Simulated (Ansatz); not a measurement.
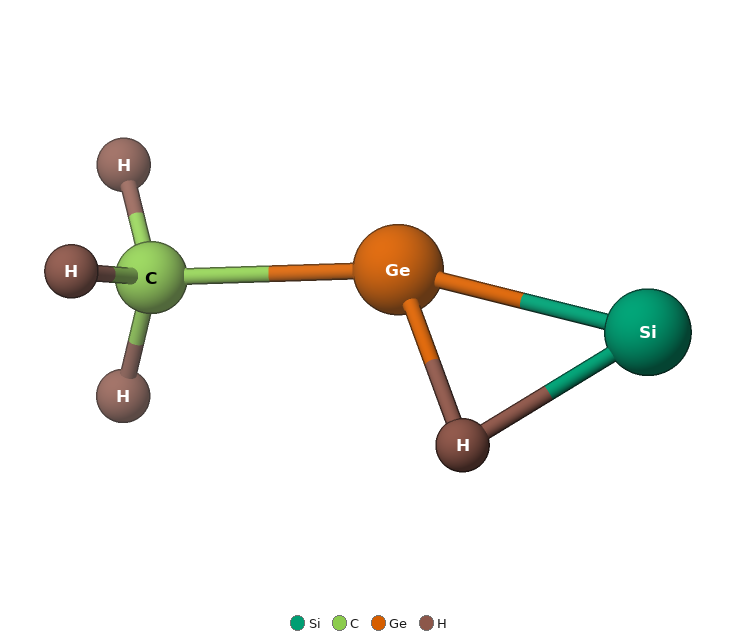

Rendered structure (ball-and-stick style). Every bond is drawn as one stick, whatever its order.

Count the atoms of each element.

Answer. CH₄GeSi, 7 atoms: 1 carbon, 4 hydrogen, 1 germanium and 1 silicon.

Count the bonded pairs by element.

Answer. 3 C–H, 1 C–Ge, 1 Si–H, 1 Ge–H, 1 Ge–Si. Sticks follow a distance rule.

How many sets of symmetry-equivalent atoms are there?

Answer. 6: 1 Si, 1 C, 1 Ge, 1 H, 2 H, 1 H.

More results for the same structure follow; atom numbers are the same in all pictures, views and colours differ. The geometry was computed by an optimisation with PBE0-D4/def2-TZVP. No frequency run is at hand to confirm it as a minimum.

**Geometry**

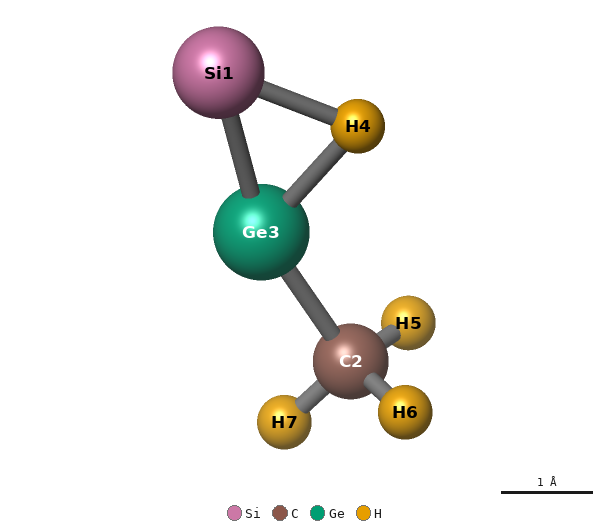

Numbered structure. No frequency run is at hand to confirm it as a minimum.

List the bonds and their lengths.

```csv
bond,length (Å)
Si1–Ge3,2.152
Si1–H4,1.679
C2–Ge3,1.958
C2–H5,1.090
C2–H6,1.090
C2–H7,1.091
Ge3–H4,1.771
```

**Electronic properties**

No frequency run is at hand to confirm it as a minimum. Method: RKS PBE0-D4/def2-TZVPP (Ansatz 0.2.0).

What is the HOMO energy (Kohn–Sham orbital)?

Answer. −5.57 eV.

Give the HOMO–LUMO gap at this level.

Answer. 3.98 eV.

What is the dispersion correction?

Answer. −11.5 kJ/mol.

**Charges**

The questions are on Mulliken charges. No frequency run is at hand to confirm it as a minimum. Method: RKS PBE0-D4/def2-TZVP (Ansatz 0.2.0).

Which atom carries the highest charge (most positive or least negative)?

Answer. H5, H6 (0.17 e).

And the lowest?

Answer. C2 (−0.46 e).

List the Mulliken charges.

```json
{"atom": "Si1", "value (e)": "−0.11"}
{"atom": "C2", "value (e)": "−0.46"}
{"atom": "Ge3", "value (e)": "0.02"}
{"atom": "H4", "value (e)": "0.06"}
{"atom": "H5", "value (e)": "0.17"}
{"atom": "H6", "value (e)": "0.17"}
{"atom": "H7", "value (e)": "0.16"}
```

**Dipole moment**

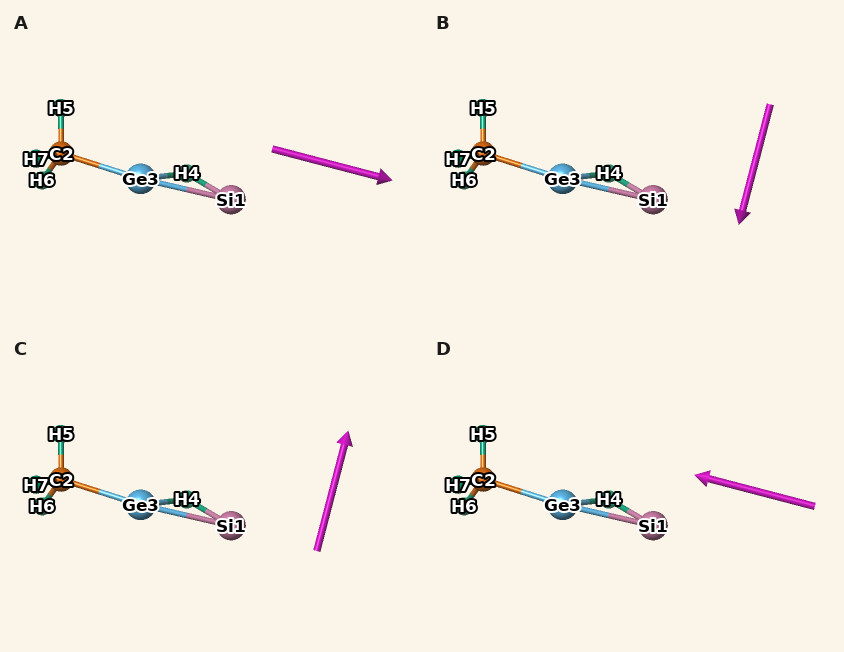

The same molecule four times, each with an arrow. No frequency run is at hand to confirm it as a minimum. Properties computed with RKS PBE0-D4/def2-TZVP (Ansatz 0.2.0).

Which arrow points along the dipole moment, from the negative to the positive end?

Answer. D. The dipole moment is 2.62 D; it points from the side of Si1 to the side of H7 (the outermost atoms at the two ends).

Mulliken values depend strongly on the basis set and can even reverse the polarity of a bond.
